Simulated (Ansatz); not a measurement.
# Nickel, hcp under m-r²SCAN: from relaxation to bulk modulus, part 1 of 2

The plan for nickel in the hcp structure: relax it, solve it on a dense k-mesh, then scale the cell to 7 volumes from 88 to 112 % of the relaxed one and try a fit of the equation of state. The start is antiferromagnetic (alternate layers). The k-meshes are 14×14×8 for the relaxation; 24×24×13 for the dense run; 17×17×9 for the volumes.

This is Ni in the hcp structure; at room conditions it is fcc.

Computed with Ansatz 0.2.0 (DFT m-r2SCAN, plane waves (500 eV) with PAW, scalar-relativistic; PBE-made PAW files; m-r²SCAN is r²SCAN on the gauge-invariant kinetic-energy density, unless a step says otherwise).

### 1 The structure to begin with

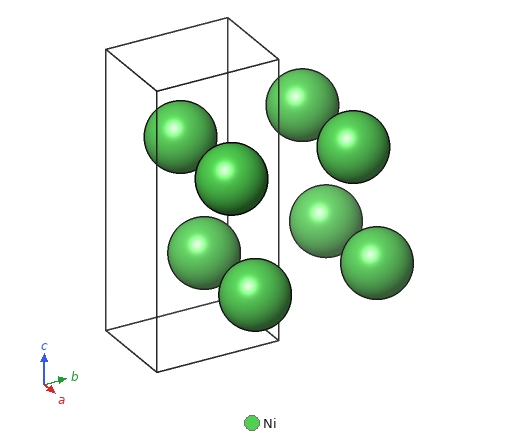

The structure, seen slightly off an axis (nickel green). 2×2×1 cells are drawn. Any atoms on the faces are drawn again on the opposite ones.

As a file:

```
Ni
1.0
     2.49176    0.00000    0.00000
    -1.24588    2.15792    0.00000
     0.00000    0.00000    4.06904
Ni
2
Direct
  0.33333 0.66667 0.25000
  0.66667 0.33333 0.75000
```

The atoms start with moments of +0.8, -0.8 μB.

### 2 Relaxing cell and atoms

input.yaml

```yaml
crystal:
  lattice:
    - [2.491755966, 0.0, 0.0]
    - [-1.245877983, 2.1579239666, 0.0]
    - [0.0, 0.0, 4.0690374925]
  atoms:
    - { symbol: Ni, position: [0.3333333333, 0.6666666667, 0.25], spin: 0.8 }
    - { symbol: Ni, position: [0.6666666667, 0.3333333333, 0.75], spin: -0.8 }
hamiltonian:
  xc: mr2scan
  pseudopotentials:
    kind: paw
    azcp:
      Ni: "pseudopotentials/Ni.paw.azcp"
basis:
  ecutwfc: 500
  fft_grid_basis: typed
kpoints:
  mp_grid: { grid: [14, 14, 8], shift: [0, 0, 0] }
magnetization:
  spin_polarized: true
scf:
  occupations: { method: fermi_dirac, width: 0.05 }
relax:
  max_steps: 60
  f_tol: 0.01
  cell: {}
output:
  write_density: true
  write_potential: true
  elf: true
  volumetric_format: npy
```

What it wrote:

```text
Warning: RAYON_NUM_THREADS=2 ignored (pool sized by the plan → 2); use --threads N
Engine: ansatz 0.2.0, aarch64-unknown-linux-gnu
Pseudopotentials: kind: paw
Pseudopotential: Ni, paw, valence charge 18, recommended cutoff 500 eV (meta_gga), <dir>
Functional definition: m-r2SCAN
  exchange = m_r2scan_x
  correlation = m_r2scan_c
Crystal: 2 atoms, lattice volume = 21.879 Å³
Basis set: ecut = 500 eV, 549 PW (Γ), exchange–correlation on 80×80×120 points (64 copies of the dense FFT grid, shifted against one another)
Bands: 23, of which v1, the nominal top of the filled ones, is band 18 counted from 1 (17 counted from 0)
Symmetry: 12 space group operations
Space group: P-6m2 (ITA 187), of the structure as read, at distance tolerance 2.8e-5 Å
Magnetic group: BNS 194.267 (UNI 1497), of the structure as read, at distance tolerance 2.8e-5 Å
k-points: 120 of 1568 (time reversal used)
Non-local potential: Ni, projectors of the file, l = 0: 3, l = 1: 2, l = 2: 3, l = 3: 1
PAW form: soft (Blöchl's): semilocal exchange-correlation on the pseudo side does not see the compensation charge
PAW frozen core: Ni, regenerated for the run's functional (the file was generated under x = pbe(κ = 0.804, μ = 0.2195149727645171), c = pbe(β = 0.06672455060314922))
PAW one-centre angular grid: Ni, 590 points (default); XC on 160 Gauss nodes
Initial density: superposition of atomic densities (chi_scale 0.1, normalization cell)
Starting moments: Σ|m| = 1.6 μB on 2 of 2 sites
Starting magnetic order: antiferromagnet; an inversion exchanges its spin sublattices: spin-degenerate at every k-point
Initial wavefunctions: pseudopotential atomic-orbital guess
Functional: x = mr2scan, c = mr2scan; τ floored in thin density (d = 2e-4 eV/Å³)
iter 1 solved again at ethr=1.35e-3 eV; its pass at ethr=3.10e-3 eV (dr2=4.84e-1 eV) is discarded
SCF iter   1: F=—  HF=-11688.443315 eV  |F-HF|=—  |Δ(HF+E_count)|=         —  Δρ=2.91e-2 (↑2.91e-2 ↓2.91e-2)  dr2=3.80e-1  dr2_τ=9.25e-3  dr2_m=4.22e-2  M=-0.000 μB ∫|m|=1.400 μB  β_m=0.30  ethr=1.35e-3  ⟨swp⟩=3.8  Hψ=33665  notcnv=0
Mixer restart at iter 1: flushing history
preconditioner: auto → none  [metal: Δε(μ)=0.012 eV  Ē_g=9.982 eV  σ=0.050 eV  W_gap=0.06  n_scr=8 (ndim 8)  ℏωp=35.5 eV  f_vac=0.000  D(μ)=6.20/eV (n_scr^D=134)  sad-step TF]
SCF iter   2: F=—  HF=-11688.378594 eV  |F-HF|=—  |Δ(HF+E_count)|=   6.47e-2  Δρ=1.63e-2 (↑1.63e-2 ↓1.63e-2)  dr2=3.16e-2  dr2_τ=1.01e-3  dr2_m=2.70e-2  M=0.000 μB ∫|m|=1.349 μB  β_m=0.30  ethr=1.06e-3  ⟨swp⟩=4.9  Hψ=11439  notcnv=0  κ⁻¹=1.0e0(r=1)
SCF iter   3: F=—  HF=-11689.027294 eV  |F-HF|=—  |Δ(HF+E_count)|=         —  Δρ=4.27e-2 (↑4.27e-2 ↓4.27e-2)  dr2=6.84e-2  dr2_τ=1.74e-3  dr2_m=3.27e-1  M=-0.000 μB ∫|m|=0.901 μB  β_m=0.30  ethr=8.77e-5  ⟨swp⟩=3.0  Hψ=12552  notcnv=0  defer=46
Mixer restart at iter 3: flushing history
SCF iter   4: F=—  HF=-11689.528686 eV  |F-HF|=—  |Δ(HF+E_count)|=   5.01e-1  Δρ=3.51e-2 (↑3.51e-2 ↓3.51e-2)  dr2=2.86e-2  dr2_τ=1.18e-3  dr2_m=2.32e-1  M=0.000 μB ∫|m|=0.829 μB  β_m=0.30  ethr=8.77e-5  ⟨swp⟩=3.7  Hψ=11633  notcnv=0  defer=46  κ⁻¹=1.0e0(r=1)
SCF iter   5: F=—  HF=-11690.271348 eV  |F-HF|=—  |Δ(HF+E_count)|=   7.43e-1  Δρ=1.13e-2 (↑1.13e-2 ↓1.13e-2)  dr2=3.67e-2  dr2_τ=1.43e-4  dr2_m=1.49e-2  M=-0.000 μB ∫|m|=0.604 μB  β_m=0.30  ethr=7.94e-5  ⟨swp⟩=3.2  Hψ=12966  notcnv=0  defer=46  κ⁻¹=5.3e-2(r=2)
SCF iter   6: F=—  HF=-11690.237570 eV  |F-HF|=—  |Δ(HF+E_count)|=   3.38e-2  Δρ=5.30e-3 (↑5.30e-3 ↓5.30e-3)  dr2=8.24e-3  dr2_τ=9.58e-5  dr2_m=2.67e-3  M=0.000 μB ∫|m|=0.550 μB  β_m=0.30  ethr=7.94e-5  ⟨swp⟩=2.5  Hψ=10558  notcnv=0  defer=70  κ⁻¹=4.6e-3(r=3)
SCF iter   7: F=—  HF=-11690.262004 eV  |F-HF|=—  |Δ(HF+E_count)|=   2.44e-2  Δρ=4.20e-3 (↑4.14e-3 ↓4.20e-3)  dr2=9.62e-6  dr2_τ=1.95e-5  dr2_m=3.48e-3  M=0.001 μB ∫|m|=0.563 μB  β_m=0.30  ethr=2.29e-5  ⟨swp⟩=2.7  Hψ=11216  notcnv=0  defer=74  κ⁻¹=2.9e-4(r=4)
SCF iter   8: F=—  HF=-11690.257844 eV  |F-HF|=—  |Δ(HF+E_count)|=   4.16e-3  Δρ=2.18e-3 (↑1.89e-3 ↓2.18e-3)  dr2=1.99e-3  dr2_τ=2.69e-6  dr2_m=1.01e-4  M=0.003 μB ∫|m|=0.529 μB  β_m=0.30  ethr=2.67e-8  ⟨swp⟩=3.1  Hψ=15620  notcnv=0  defer=74  κ⁻¹=2.1e-4(r=5)
SCF iter   9: F=—  HF=-11690.260833 eV  |F-HF|=—  |Δ(HF+E_count)|=   2.99e-3  Δρ=1.17e-3 (↑7.97e-4 ↓1.17e-3)  dr2=4.36e-4  dr2_τ=1.03e-6  dr2_m=4.19e-5  M=0.003 μB ∫|m|=0.529 μB  β_m=0.30  ethr=2.67e-8  ⟨swp⟩=3.2  Hψ=12225  notcnv=0  defer=74  κ⁻¹=2.1e-4(r=6)
SCF iter  10: F=—  HF=-11690.465423 eV  |F-HF|=—  |Δ(HF+E_count)|=         —  Δρ=9.44e-2 (↑9.42e-2 ↓9.44e-2)  dr2=1.78e-3  dr2_τ=8.31e-3  dr2_m=1.78e0  M=1.054 μB ∫|m|=1.114 μB  β_m=0.30  ethr=2.67e-8  ⟨swp⟩=2.7  Hψ=11431  notcnv=0  defer=74
Mixer restart at iter 10: flushing history
SCF iter  11: F=—  HF=-11690.417076 eV  |F-HF|=—  |Δ(HF+E_count)|=   4.83e-2  Δρ=7.18e-2 (↑7.07e-2 ↓7.18e-2)  dr2=1.58e-3  dr2_τ=4.43e-3  dr2_m=1.02e0  M=1.078 μB ∫|m|=1.167 μB  β_m=1.00  ethr=2.67e-8  ⟨swp⟩=3.9  Hψ=16276  notcnv=0  defer=74  κ⁻¹=1.0e0(r=1)
SCF iter  12: F=—  HF=-11690.358173 eV  |F-HF|=—  |Δ(HF+E_count)|=   5.89e-2  Δρ=1.80e-2 (↑7.36e-3 ↓1.80e-2)  dr2=7.62e-2  dr2_τ=1.30e-4  dr2_m=1.65e-2  M=1.231 μB ∫|m|=1.409 μB  β_m=1.00  ethr=2.67e-8  ⟨swp⟩=5.3  Hψ=23678  notcnv=0  defer=73  κ⁻¹=3.0e-2(r=2)
SCF iter  13: F=—  HF=-11690.356004 eV  |F-HF|=—  |Δ(HF+E_count)|=   2.17e-3  Δρ=4.73e-3 (↑3.24e-3 ↓4.73e-3)  dr2=1.48e-3  dr2_τ=1.43e-5  dr2_m=2.92e-3  M=1.242 μB ∫|m|=1.423 μB  β_m=1.00  ethr=2.67e-8  ⟨swp⟩=4.4  Hψ=19758  notcnv=0  defer=63  κ⁻¹=1.0e-3(r=3)
SCF iter  14: F=—  HF=-11690.356146 eV  |F-HF|=—  |Δ(HF+E_count)|=   1.42e-4  Δρ=1.04e-3 (↑8.39e-4 ↓1.04e-3)  dr2=6.16e-5  dr2_τ=1.92e-6  dr2_m=1.26e-4  M=1.253 μB ∫|m|=1.436 μB  β_m=1.00  ethr=2.67e-8  ⟨swp⟩=2.6  Hψ=11420  notcnv=0  defer=62  κ⁻¹=1.3e-4(r=4)
SCF iter  15: F=—  HF=-11690.356381 eV  |F-HF|=—  |Δ(HF+E_count)|=   2.35e-4  Δρ=7.96e-4 (↑3.41e-4 ↓7.96e-4)  dr2=7.52e-5  dr2_τ=4.28e-7  dr2_m=3.51e-5  M=1.263 μB ∫|m|=1.444 μB  β_m=1.00  ethr=2.67e-8  ⟨swp⟩=2.2  Hψ=10249  notcnv=0  defer=62  κ⁻¹=4.9e-5(r=5)
SCF iter  16: F=—  HF=-11690.356414 eV  |F-HF|=—  |Δ(HF+E_count)|=   3.33e-5  Δρ=5.93e-4 (↑2.75e-4 ↓5.93e-4)  dr2=4.31e-5  dr2_τ=2.93e-7  dr2_m=1.74e-5  M=1.265 μB ∫|m|=1.446 μB  β_m=1.00  ethr=2.67e-8  ⟨swp⟩=2.0  Hψ=9322  notcnv=0  defer=62  κ⁻¹=7.3e-7(r=6)
SCF iter  17: F=—  HF=-11690.356505 eV  |F-HF|=—  |Δ(HF+E_count)|=   9.07e-5  Δρ=1.90e-4 (↑1.25e-4 ↓1.90e-4)  dr2=3.56e-6  dr2_τ=4.22e-8  dr2_m=1.98e-6  M=1.272 μB ∫|m|=1.452 μB  β_m=1.00  ethr=2.67e-8  ⟨swp⟩=2.2  Hψ=10094  notcnv=0  defer=62  κ⁻¹=1.9e-7(r=7)
SCF iter  18: F=—  HF=-11690.356520 eV  |F-HF|=—  |Δ(HF+E_count)|=   1.52e-5  Δρ=6.05e-5 (↑4.86e-5 ↓6.05e-5)  dr2=5.68e-7  dr2_τ=8.73e-9  dr2_m=1.18e-7  M=1.275 μB ∫|m|=1.455 μB  β_m=1.00  ethr=9.88e-9  ⟨swp⟩=2.0  Hψ=9878  notcnv=0  defer=62  κ⁻¹=9.7e-8(r=8)
SCF iter  19: F=—  HF=-11690.356518 eV  |F-HF|=—  |Δ(HF+E_count)|=   1.85e-6  Δρ=3.44e-5 (↑1.79e-5 ↓3.44e-5)  dr2=8.48e-8  dr2_τ=1.57e-9  dr2_m=1.81e-8  M=1.275 μB ∫|m|=1.455 μB  β_m=1.00  ethr=1.58e-9  ⟨swp⟩=2.0  Hψ=9841  notcnv=0  defer=62  κ⁻¹=3.1e-8(r=8)
SCF iter  20: F=—  HF=-11690.356518 eV  |F-HF|=—  |Δ(HF+E_count)|=   1.83e-7  Δρ=2.66e-5 (↑1.42e-5 ↓2.66e-5)  dr2=5.57e-8  dr2_τ=7.01e-10  dr2_m=2.92e-8  M=1.275 μB ∫|m|=1.455 μB  β_m=1.00  ethr=2.35e-10  ⟨swp⟩=2.1  Hψ=9650  notcnv=0  defer=62  κ⁻¹=5.4e-8(r=8)
SCF iter  21: F=—  HF=-11690.356518 eV  |F-HF|=—  |Δ(HF+E_count)|=   1.41e-7  Δρ=1.29e-5 (↑5.60e-6 ↓1.29e-5)  dr2=2.01e-8  dr2_τ=1.60e-10  dr2_m=9.52e-9  M=1.274 μB ∫|m|=1.455 μB  β_m=1.00  ethr=1.55e-10  ⟨swp⟩=2.2  Hψ=10103  notcnv=0  defer=62  κ⁻¹=9.0e-7(r=8)
SCF iter  22: F=—  HF=-11690.356518 eV  |F-HF|=—  |Δ(HF+E_count)|=   5.10e-8  Δρ=6.51e-6 (↑3.45e-6 ↓6.51e-6)  dr2=6.01e-9  dr2_τ=5.80e-11  dr2_m=1.92e-9  M=1.274 μB ∫|m|=1.454 μB  β_m=1.00  ethr=5.58e-11  ⟨swp⟩=2.1  Hψ=9421  notcnv=0  defer=62  κ⁻¹=4.2e-6(r=8)
SCF iter  23: F=—  HF=-11690.356518 eV  |F-HF|=—  |Δ(HF+E_count)|=   2.51e-8  Δρ=1.84e-5 (↑2.97e-6 ↓1.84e-5)  dr2=8.70e-8  dr2_τ=1.74e-10  dr2_m=1.29e-8  M=1.274 μB ∫|m|=1.454 μB  β_m=1.00  ethr=1.67e-11  ⟨swp⟩=6.2  Hψ=36035  notcnv=0  κ⁻¹=5.8e-6(r=8)
SCF iter  24: F=-11690.356518 eV  HF=-11690.356518 eV  |F-HF|=3.11e-10  |Δ(HF+E_count)|=  8.88e-10  Δρ=2.38e-6 (↑7.47e-7 ↓2.38e-6)  dr2=1.67e-9  dr2_τ=3.94e-12  dr2_m=1.77e-10  M=1.274 μB ∫|m|=1.454 μB  ethr=1.67e-11  ⟨swp⟩=7.4  Hψ=33258  notcnv=0
WARN: the starting moments were not kept: 1 of 2 ended reversed and 1 kept their direction, counting a site from 0.1 of the cell's largest site moment. The largest reversed, site 1 (counted from 0, in the order of the report's site_moments_mub), started with -0.8 μB and closes at +6.8e-1 μB in its sphere. The starting moments cancel, and the net magnetisation is 1.3e0 μB in size, over 0.1 of its absolute magnetisation of 1.4e0 μB. The SCF closed on another magnetic arrangement than the starting moments describe; that does not show which of the two is lower. To try another start: change the starting moments (crystal.atoms[].spin, magnetization.per_species, magnetization.initial_magnetization, or on a non-collinear deck that types none of these the spinor_matrix: blocks that start its atoms; where the total moment is fixed, keep their sum and leave initial_magnetization as it is; typed ones take the place of any that the run laid by itself, positive ones on a crystal's lanthanoids without a Hubbard term where scf.initial_density.shell_occupations: [] is typed); see also scf.mixing.spin_hold.
SCF 1 converged in 24 iterations: F = -11690.356518 eV  dr2 = 1.67e-9
relax step   1: F+E_penalty+E_count = -11690.35651810 eV  Δ(F+E_penalty+E_count) = +0.000e0 eV  max|allowed force component| = 2.776e-17 eV/Å  Δτ_max = 0.0000 Å  P = -8.635 GPa  Ω = 21.879 Å³  (24 SCF iters, dr2 threshold 1.00e-7 eV, accepted)
[... 21 lines left out ...]
relax step   2: F+E_penalty+E_count = -11690.37719266 eV  Δ(F+E_penalty+E_count) = -2.067e-2 eV  max|allowed force component| = 3.701e-17 eV/Å  Δτ_max = 0.0000 Å  P = -4.458 GPa  Ω = 21.399 Å³  energy of the carried Pulay correction = +5.456e-4 eV  (12 SCF iters, dr2 threshold 2.00e-7 eV, accepted)
[... 19 lines left out ...]
relax step   3: F+E_penalty+E_count = -11690.38460609 eV  Δ(F+E_penalty+E_count) = -7.413e-3 eV  max|allowed force component| = 4.163e-17 eV/Å  Δτ_max = 0.0000 Å  P = +0.503 GPa  Ω = 20.901 Å³  energy of the carried Pulay correction = +1.123e-3 eV  (13 SCF iters, dr2 threshold 2.00e-7 eV, accepted)
[... 14 lines left out ...]
relax step   4: F+E_penalty+E_count = -11690.38464843 eV  Δ(F+E_penalty+E_count) = -4.234e-5 eV  max|allowed force component| = 3.701e-17 eV/Å  Δτ_max = 0.0000 Å  P = +0.019 GPa  Ω = 20.946 Å³  energy of the carried Pulay correction = +1.070e-3 eV  (9 SCF iters, dr2 threshold 2.00e-7 eV, accepted)
[... 12 lines left out ...]
relax step   5: F+E_penalty+E_count = -11690.38465789 eV  Δ(F+E_penalty+E_count) = -9.466e-6 eV  max|allowed force component| = 5.782e-18 eV/Å  Δτ_max = 0.0000 Å  P = +0.008 GPa  Ω = 20.947 Å³  energy of the carried Pulay correction = +1.069e-3 eV  (7 SCF iters, dr2 threshold 7.64e-8 eV, accepted)
[... 21 lines left out ...]
relax step   6: F+E_penalty+E_count = -11690.38375197 eV  Δ(F+E_penalty+E_count) = +9.059e-4 eV  max|allowed force component| = 5.782e-18 eV/Å  Δτ_max = 0.0000 Å  P = -0.046 GPa  Ω = 20.947 Å³  stress off target by 4.79e-2 GPa  SCF on the basis re-selected at this cell (its energy is not comparable with the rows above)  (15 SCF iters)
basis re-selected at this cell: Δ(F+E_penalty+E_count) = +9.059e-4 eV, ΔP = -0.054 GPa vs the last step (what re-selecting the basis moved, of the pressure what is left beyond the Pulay correction that the steps carried, after the strain that the cell walked since its last selection, with what the two solves' SCF thresholds leave and, on support functions, any second-order correction that the steps lacked; it is no measure of the basis error at this ecutwfc). The dense FFT grid was sized anew with the basis: this SCF ran on 18×18×30 points, the steps before it on 20×20×30, so part of this shift can come from that change (see relax.cell in the input reference). This SCF's stress stands 4.79e-2 GPa from its target on what of the cell is left free (relax.cell.stress_tol is 5.00e-2 GPa) and its largest allowed force component is 5.78e-18 eV/Å (relax.f_tol is 1.00e-2 eV/Å): within both
SCF converged after 15 iterations
Stability not checked: this state was not tested for a lower state beside it, because the mixer in use, unlike msr1, does not test its closes by its own steps (another_mixer; see scf.mixing.algorithm and scf.lower_state_search)
Magnetization: 1.1750 μB (18.5875 up, 17.4125 down)
Absolute magnetization: 1.3486 μB (∫|ρ↑−ρ↓|, with the PAW one-centre terms)
Spin contamination: 0.0128 ħ² per cell (⟨S²⟩ above its minimum at these occupations)
Per-site moments (μB) at R_I (Å): [(0.624651721568647, 1.0095297812441573), (0.6246518059179347, 1.0095297812441573)]
Free energy (F): -11690.383752 eV
Harris-Foulkes:  -11690.383752 eV  (|F-HF|=3.64e-12)
Internal energy: -11690.348865 eV  (E = F + TS)
E sigma→0 (E₀):  -11690.366308 eV
Entropy (-TS):   -0.034887 eV (-17.443 meV/atom)
Fermi energy:    18.811640 eV
--- Per-component energies (eV) ---
  E_band       = -589.707092
  E_kinetic    = 565.539232
  E_local      = -6765.502139  (includes V_loc(G=0)·N_el)
  E_nonlocal   = 1281.791975
  E_hartree    = 2834.013207
  E_xc         = -157.849532
  E_vxc        = -234.284371  (∫ρ·V_xc dr)
  E_paw        = -3289.124073  (= ΣΔE_a)
  E_vpaw       = -1122.610664  (= ΣTr[D̂ρ^β])
  E_aug_tail   = 0.000484  (compensation charges beyond the density's cutoff)
  E_vtau       = 17.332160  (kinetic-family band-sum trace: ∫τ·v_τ [+ j·A + Jᵃ·Aᵃ] dr)
  E_ewald      = -6158.617882
  E_core_change = -0.600137  (= ΣΔE_core)
  E_smearing   = -0.034887  (= −TS)
  E_closure    = -0.000000  (closes the sum)
  Σ components = -11690.383752   (vs F -11690.383752, Δ=0.00e0)
--- Forces (eV/Å), atoms counted from 1 ---
  atom   1  Ni     0.00000000     0.00000000     0.00000000
  atom   2  Ni    -0.00000000     0.00000000    -0.00000000
  max |Σ_I F_I| component: 0.00e0 eV/Å
--- Stress (GPa, compression-positive) ---
       -0.045214       0.000000      -0.000000
        0.000000      -0.045214      -0.000000
       -0.000000      -0.000000      -0.047863
  P = ⅓ Tr σ = -0.0461 GPa (-0.461 kbar)
--- Band table (eV; the first three rows and the last of 240) ---
  k-point 0 ↑: bands = ["-88.5752", "-88.5361", "-47.5221", "-47.3526", "-47.3526", "-47.3179", "-47.3179", "-47.2704", "9.1216", "13.5969", "16.2271", "16.3319", "16.3319", "16.6165", "16.6165", "17.0986", "17.0986", "18.1027", "18.1027", "18.2502", "24.8777", "42.5165", "45.0710"]
  k-point 1 ↑: bands = ["-88.5737", "-88.5375", "-47.5126", "-47.3513", "-47.3513", "-47.3192", "-47.3192", "-47.2801", "9.2829", "13.5206", "16.1887", "16.3030", "16.3030", "16.5810", "16.5810", "17.1779", "17.1779", "17.6726", "18.0910", "18.0910", "25.8260", "42.4418", "43.7207"]
  k-point 2 ↑: bands = ["-88.5695", "-88.5418", "-47.4856", "-47.3475", "-47.3475", "-47.3230", "-47.3230", "-47.3076", "9.7576", "13.1976", "16.0862", "16.2582", "16.2582", "16.4908", "16.4908", "16.6701", "17.3661", "17.3661", "18.0460", "18.0460", "28.0254", "40.4024", "42.7360"]
  k-point 119 ↓: bands = ["-87.5617", "-87.5617", "-46.6444", "-46.6444", "-46.5910", "-46.5910", "-46.4668", "-46.4668", "15.3028", "15.3028", "15.8113", "15.8113", "16.3295", "16.3295", "17.6769", "17.6769", "18.9128", "18.9128", "24.3537", "24.3537", "26.7582", "26.7582", "29.2629"]
--- Relaxed structure (5 steps of the walk, 5 accepted, 1 SCFs on fresh bases) ---
  F+E_penalty+E_count = -11690.38375197 eV   max|allowed force component| = 5.782e-18 eV/Å   (the final SCF, on the basis selected at the relaxed cell)
  cell:  # Å, volume = 20.9471 Å³
    - [2.44734492422826, 1.8301931986242484e-33, 0.0]
    - [-1.22367246211413, 2.119462876204575, 0.0]
    - [0.0, 0.0, 4.038340874340899]
  atoms:
    - { symbol: Ni, position: [0.33333333333333337, 0.6666666666666667, 0.25000000000000006] }
    - { symbol: Ni, position: [0.6666666666666666, 0.3333333333333333, 0.7500000000000001] }
```

Wall time 2.2 min (2 threads of an Arm CPU, shared host); peak memory 0.5 GiB.

Relaxation path:

| step | energy change (meV/atom) | largest force (eV/Å) | pressure (GPa) | volume (Å³/atom) |
| --- | --- | --- | --- | --- |
| 1 | 0.00 | 0.0000 | -8.64 | 10.940 |
| 2 | -10.34 | 0.0000 | -4.46 | 10.699 |
| 3 | -14.04 | 0.0000 | 0.50 | 10.451 |
| 4 | -14.07 | 0.0000 | 0.02 | 10.473 |
| 5 | -14.07 | 0.0000 | 0.01 | 10.474 |
| 6 | -13.62 | 0.0000 | -0.05 | 10.474 |

Steps that repeat a cell are solved on a basis chosen anew, so their changes of energy are no gain of the relaxation.

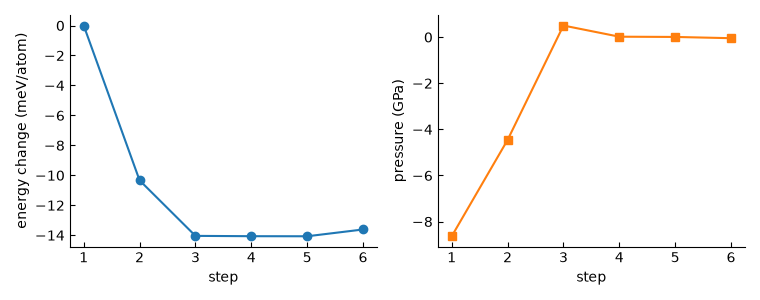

Energy and pressure over the accepted steps.

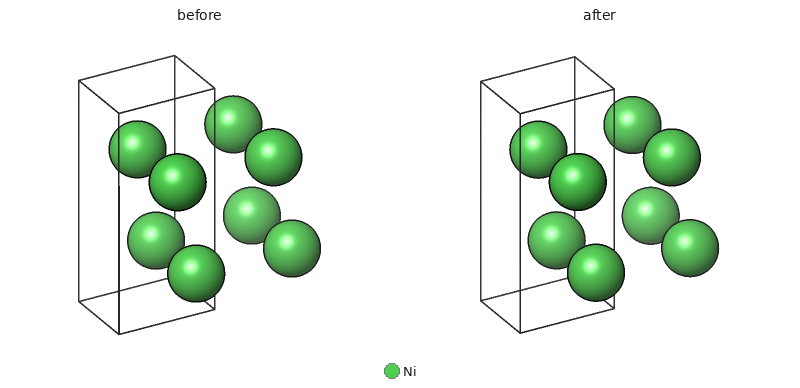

Start and end of the relaxation side by side. The cells drawn are those of the first picture.

The cell of the run, before and after:

|  | before | after | change |
| --- | --- | --- | --- |
| a (Å) | 2.492 | 2.447 | -1.8 % |
| b (Å) | 2.492 | 2.447 | -1.8 % |
| c (Å) | 4.069 | 4.038 | -0.8 % |
| volume (Å³/atom) | 10.940 | 10.474 | -4.3 % |
| shortest distance (Å) | 2.492 | 2.447 | -1.8 % |
| space group (spins left aside) | P6_3/mmc | P6_3/mmc | same |

(Continued in part 2 of 2.)
